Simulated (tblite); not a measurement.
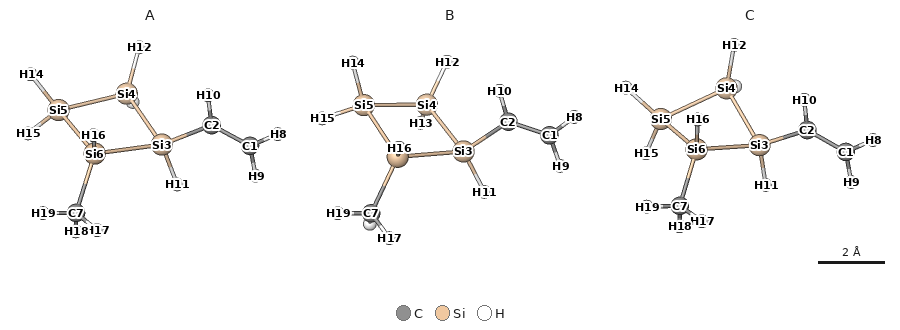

3 geometries from one relaxation of C3H12Si4, in shuffled order. The picture is a ball-and-stick view, seen from a free direction.

Level of theory: GFN2-xTB geometry optimisation, gas phase (tblite). 

Q: Order the frames from highest to lowest energy.

A: C, A, B. They are steps 0, 58, 120, at +15.8 kcal/mol, +1.23 kcal/mol relative to the last. The energy falls by 15.8 kcal/mol in 120 geometry steps. The atom that moves furthest after the best rigid fit is H15 (1.52 Å). By element the largest moves are H 1.52 Å, Si 0.64 Å, C 0.54 Å. Among the contacts that change: Si3–Si6 2.295 → 2.379 Å, C2–Si3 1.799 → 1.880 Å, Si6–C7 1.827 → 1.906 Å, Si3–Si4 2.290 → 2.368 Å. Among the angles between lasting bonds that change: C7–Si6–H16 115.0° → 104.6°, H12–Si4–H13 112.6° → 102.6°, C2–Si3–H11 114.1° → 105.0°. Groups turn about Si3–Si6 by about 40°, Si3–Si4 by about 35°, Si5–Si6 by about 35°. The run took 1.4 s on 1 thread of Arm Neoverse V1, with other jobs on the host.
